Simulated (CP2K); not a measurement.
Consider isobutane at its PBE geometry (Å).

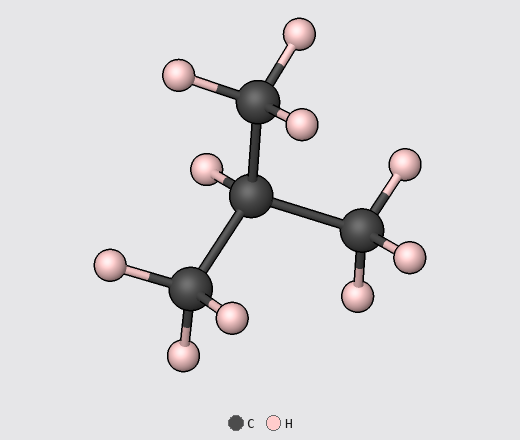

The molecule (carbon dark grey, hydrogen pink).

```xyz
14

C    -0.0352    1.3757   -0.4874
C     0.0290    0.1193    0.3873
C     1.2699   -0.7169    0.0578
C    -1.2485   -0.7154    0.2462
H     0.8659    1.9945   -0.3686
H    -0.1153    1.1035   -1.5520
H    -0.9081    1.9954   -0.2359
H     0.1080    0.4428    1.4397
H     2.1927   -0.1327    0.1854
H     1.2374   -1.0645   -0.9872
H     1.3389   -1.6050    0.7024
H    -1.2212   -1.6034    0.8941
H    -2.1413   -0.1302    0.5100
H    -1.3722   -1.0631   -0.7918
```

Method: CP2K XAS_TDP, all-electron GAPW, PBEh(45%), aug-cc-pVDZ, TDA, GW2X-corrected core level, no relativity.

Q: Where do the C K-edge lines lie, and how strong are they?

Leading lines: C1 289.71 eV and C2 289.80 eV. The leading line of an atom is its first one with 35 % of the strongest within 2.5 eV of its lowest line over the strength cut. Core ionisation energies at this level: C1 291.65 and C2 291.70 eV.

The first six lines of each atom with a strength over 0.0015:

| atom | energy (eV) | states | strength, one atom | above the computed threshold |
| --- | --- | --- | --- | --- |
| C1 (bonded to C and 3 H), 3 alike | 289.71 | 1 | 0.0063 |  |
|  | 290.43 | 1 | 0.0147 |  |
|  | 290.51 | 1 | 0.0176 |  |
|  | 291.31 | 1 | 0.0054 |  |
|  | 291.37 | 1 | 0.0045 |  |
|  | 291.55 | 1 | 0.0029 |  |
| C2 (bonded to 3 C and H) | 289.80 | 1 | 0.0118 |  |
|  | 290.65 | 1 | 0.0020 |  |
|  | 290.90 | 2 | 0.0043 |  |
|  | 291.50 | 2 | 0.0108 |  |
|  | 292.19 | 1 | 0.0049 | yes |
|  | 292.59 | 1 | 0.0162 | yes |

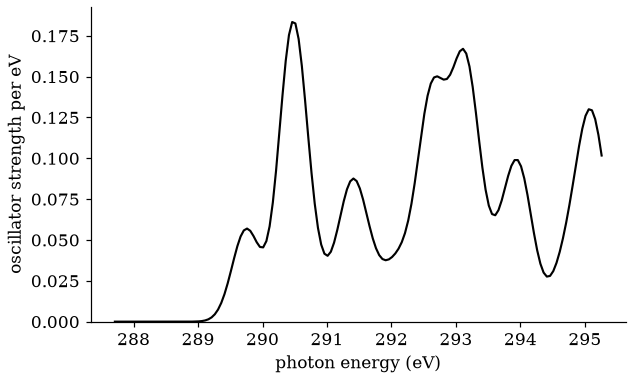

All atoms added, broadened by 0.5 eV.

Lines are vertical, at one geometry, with no vibrational structure. GW2X ionisation energies and lines can be off by 1 to 2 eV either way, and a good line position may hide errors that cancel. These values hold no scalar relativity, about 0.1 eV for C 1s. Rydberg lines, and the discretised continuum above threshold, depend on the basis and the box.

[Banner, clock and machine lines of the logs are left out without a mark of their own.]

[Logs are printed without paths, hosts, clocks, repeated set-up lines and the standing remarks that a program may print on its own settings, such as how far it seeks lower states.]

[Hosts, paths, dates, database ids (printed as entryN), source tags and the programs' standing remarks are cut or masked in the printed files.]
